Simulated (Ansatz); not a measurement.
H6OSi2···H2S

Input file:

```
crystal:
  periodic: [false, false, false]
  atoms:
    - { symbol: Si, position_ang: [0.257838, -0.564355, -1.069358] }
    - { symbol: S, position_ang: [1.6299, 0.971493, 1.718148] }
    - { symbol: H, position_ang: [-0.316644, -1.133814, -2.350583] }
    - { symbol: H, position_ang: [1.524219, -1.321111, -0.772582] }
    - { symbol: O, position_ang: [0.540733, 1.126608, -1.327527] }
    - { symbol: H, position_ang: [0.297773, 0.983008, 2.01708] }
    - { symbol: Si, position_ang: [-1.282026, -0.71367, 0.581824] }
    - { symbol: H, position_ang: [1.392416, 1.562019, 0.500814] }
    - { symbol: H, position_ang: [0.951218, 1.333057, -2.190902] }
    - { symbol: H, position_ang: [-1.619126, 0.650502, 1.126785] }
    - { symbol: H, position_ang: [-0.813399, -1.582826, 1.71757] }
    - { symbol: H, position_ang: [-2.562801, -1.31081, 0.048832] }
basis:
  gaussian: { orbitals: cc-pVDZ }
hamiltonian:
  xc: blyp
  dispersion: d4
relax:
  f_tol: 0.03
  max_steps: 50
output:
  orbitals: {}
```

Command:

```sh
ansatz run input.yaml --threads 2 --pin off --max-ram 3072MiB --backend cpu --events-out ev --progress --plain --runs-dir out
```

The fields are those of the run's last geometry, not of the input's.

All numbers below come from RKS BLYP-D4/cc-pVDZ (Ansatz 0.2.0).

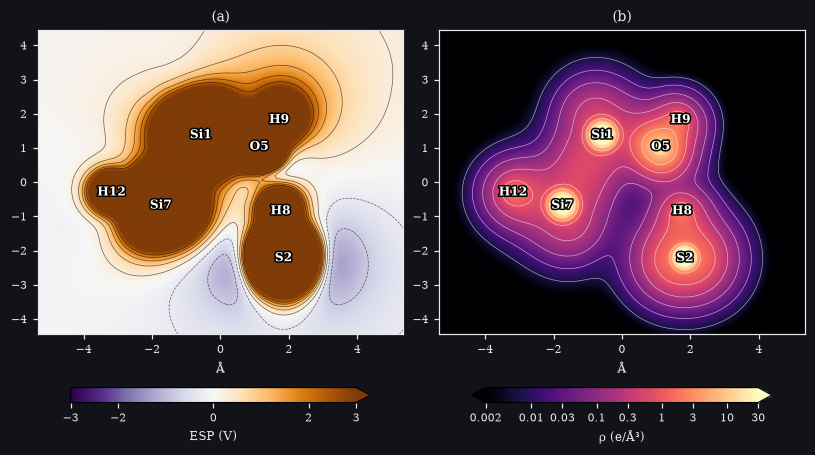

Figure 1. (a) molecular electrostatic potential; (b) electron density on the plane of atoms Si1, Si7 and H12.

Interpret the plot.

Answer.
- The section cuts through Si, S, O and H sites.
- O5···H8 (1.99 Å): the density falls to about 0.17 e/Å³ on the way.
- Si–O (1.73 Å): ρ at the midpoint is about 0.9 e/Å³.
- Si–Si (2.36 Å): the density is about 0.63 e/Å³ at the midpoint.
- O–H (0.98 Å): ρ at the midpoint is about 3.5 e/Å³.
- S–H (1.38 Å): ρ at the midpoint is about 1.4 e/Å³.
- Outside the dense part of the complex the potential is most negative (−1.3 V) near S2.

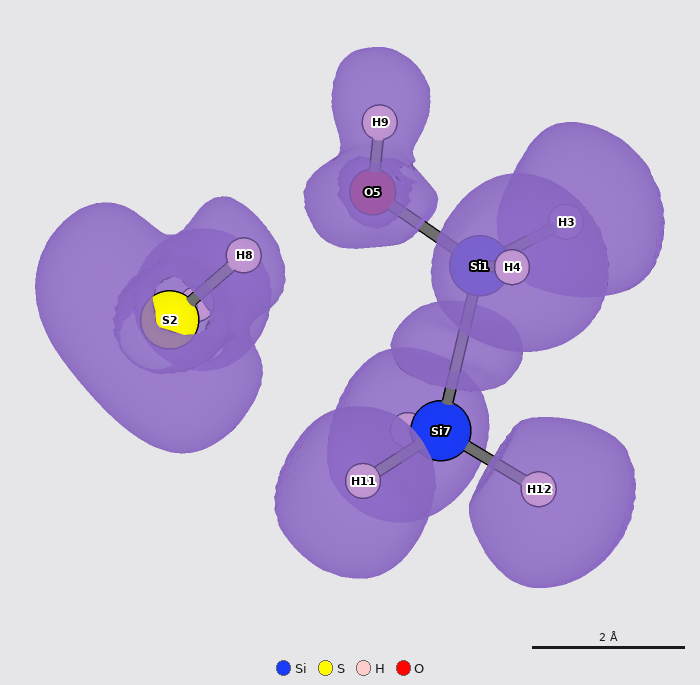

Figure 2. Isosurface of the electron localisation function at 0.75 (purple), seen at a tilt. Core shells and regions of very low density are left out.

Where are the electrons localised?

Answer. The surface consists of one region between bonded Si–Si atoms (shared pairs), five regions around hydrogen nuclei, one joined region spread over several atoms (H, O), in which their bonds and any lone pairs are merged and one joined region spread over several atoms (H, S), in which their bonds and any lone pairs are merged.


O5···H8 (1.99 Å): the ELF dips to about 0.10 between them. Si–O (1.73 Å): the ELF peaks at about 0.85 between the atoms, as expected for a polar covalent bond.

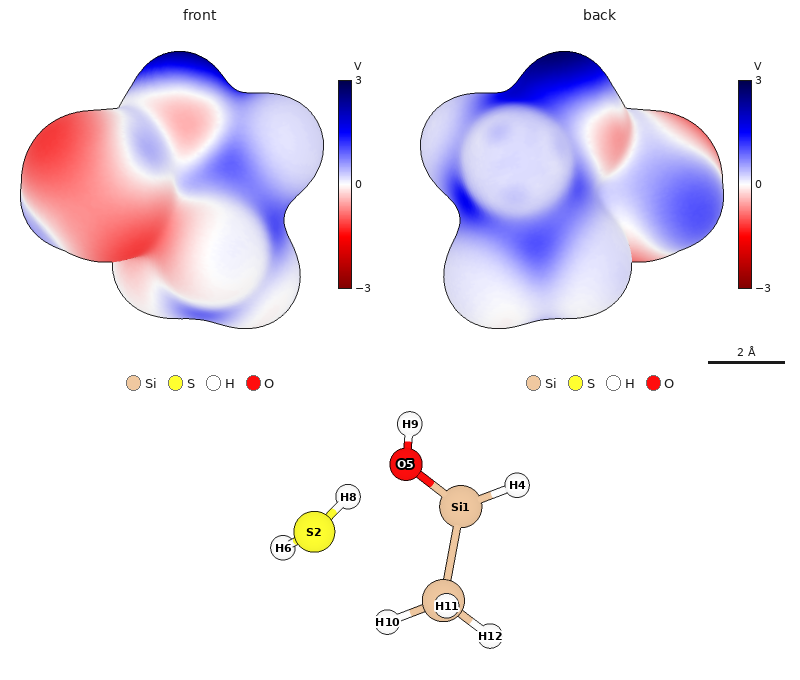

Figure 3. The electrostatic potential painted on the density surface at 0.002 e/bohr³, seen from the front and from behind; the colour scale runs from red (negative) to blue (positive). The bare structure is drawn below in the same view.

Where is the surface potential most negative and most positive?

Answer. The most negative region (about −1.1 V) lies over S2, the most positive (about +2.6 V) over H9.
